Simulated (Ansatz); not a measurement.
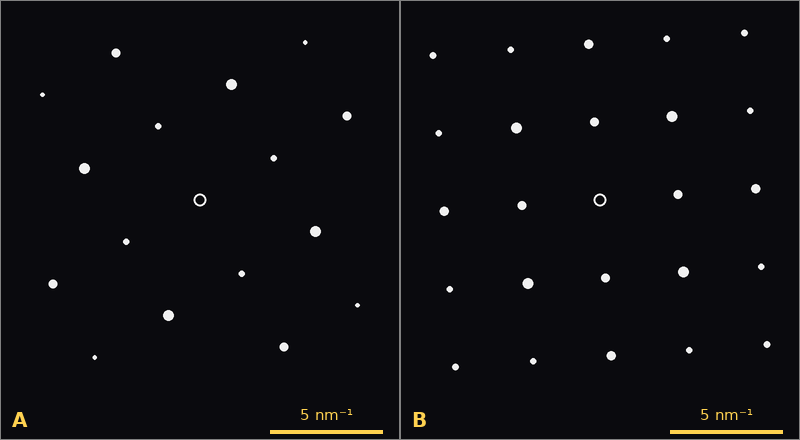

Kinematic electron diffraction patterns (200 kV, B = 0.5 Å², same scale, each along a low-index zone) of two structures of composition CuRh2, each relaxed at zero pressure with DFT PBE, scalar-relativistic, plane waves, PAW in Ansatz 0.2.0. The runs are not spin-polarised.

The structures (standard cells):
1. Fm-3m (No. 225), a = 5.692 Å, 12 atoms; generated start, possibly hypothetical
2. P4/nmm (No. 129), a = 3.712 Å, c = 6.292 Å, 6 atoms; generated start, possibly hypothetical

Q: Which pattern belongs to which structure, and along which zone?

A: A is structure 2 along [001]: square net of 1 -1 0 at d = 2.62 Å and 1 1 0 at d = 2.62 Å, 90.0° apart (some points of this net are extinct or too weak to see). B is structure 1 along [001] or an equivalent direction: square net of 2 0 0 at d = 2.85 Å and 0 2 0 at d = 2.85 Å, 90.0° apart.

Q: Which structure lies lowest at this level of theory, and by how much?

A: Structure 2 (P4/nmm, 14.45 Å³ an atom) is the lowest of these; structure 1 (Fm-3m, 15.37 Å³ an atom) lies about 310 meV an atom higher. These are static energies at 0 K; other structures, not shown, may lie lower still.
